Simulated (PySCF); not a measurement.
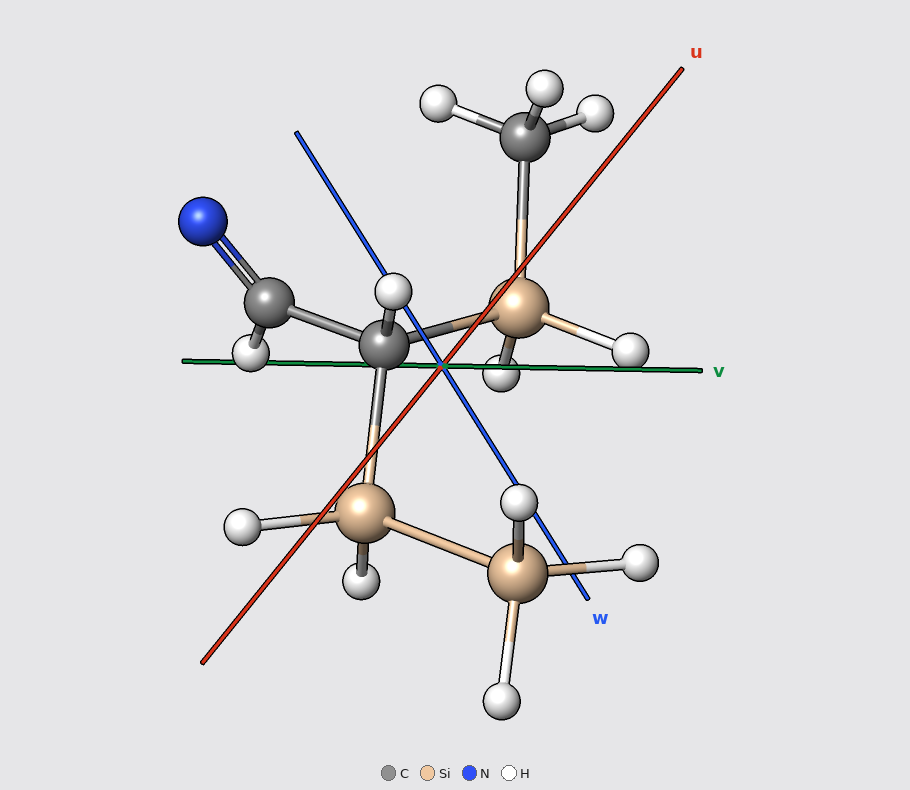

The lines u, v and w are the principal axes of the g tensor. Charge 0, doublet. The computed structure is the end point of a GFN2-xTB optimisation. No frequency run is at hand to confirm it as a minimum. Method: UKS B3LYP, pcH-1 on C H N Si, non-relativistic, mean-field spin-orbit, GIAO (PySCF 2.14.0).

Along which axis does g lie farthest from the free-electron value?

Answer. Along u: the shift is 2415 ppm.

Give the principal values and shifts.

```csv
axis,g,shift (ppm)
u,2.00473,2415
v,2.00237,54
w,2.00180,−524
```

The geometry is semi-empirical. Around Si such bond lengths and angles can be off by a tenth of an ångström or more and by several degrees, and values that hang on the shape move with them.
